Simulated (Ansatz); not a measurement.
## Computed scan of one atom of the cell: SrTiO3 (cubic perovskite)

SrTiO₃ (cubic perovskite)

```yaml
crystal:
  lattice:
    - [3.93641, 0.00000, 0.00000]
    - [0.00000, 3.93641, 0.00000]
    - [0.00000, 0.00000, 3.93641]
  atoms:
    - { symbol: Sr, position: [0.00000, 0.00000, 0.00000] }
    - { symbol: Ti, position: [0.50000, 0.50000, 0.50000] }
    - { symbol: O, position: [0.00000, 0.50000, 0.50000] }
    - { symbol: O, position: [0.50000, 0.50000, 0.00000] }
    - { symbol: O, position: [0.50000, 0.00000, 0.50000] }
```

In each cell atom 2 (Ti, nearest neighbour O at 1.968 Å; its periodic images, 3.9 Å or more away, move with it) moves by s·(0.707, 0.707, 0.000) (along Cartesian [110]), the rest being held.

All values below come from PBE (plane waves to 420 eV, PAW, scalar-relativistic; Ansatz, an electronic-structure program). k mesh 7×7×7 (Γ-centred), Fermi-Dirac smearing 0.05 eV. E stands for the smeared free energy. SrTiO3 is run without spin polarisation. SrTiO3 was relaxed with its symmetry unable to fall. ΔE is measured from the undisplaced structure.

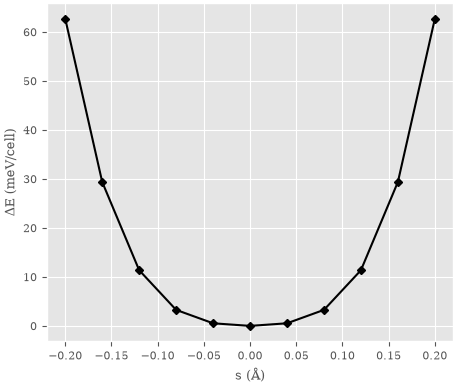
*ΔE (meV/cell) against s (Å); one marker a computed point.*

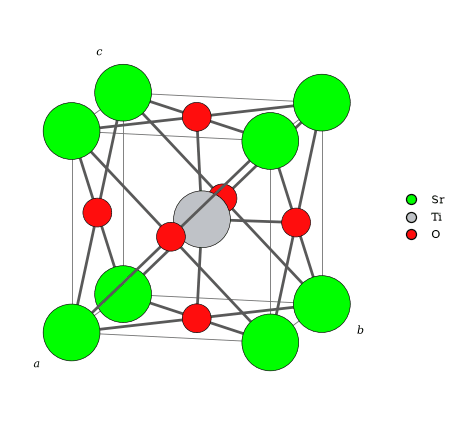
Figure. The cell of the calculation at s = 0.200 Å.

The energy at s = 0.200 Å is 62.7 meV/cell and the force along the line at s = -0.200 Å is 1.07 eV/Å. Symmetry of the curve: even: the same for both signs. Shape of the curve: a single well with its minimum at or next to zero displacement.

With its periodic images moving along, the atom's site symmetry in this cell is m-3m.

(A displaced cell: forces are minus the slopes of the energy, force constants its curvatures, and phonons follow from these.)
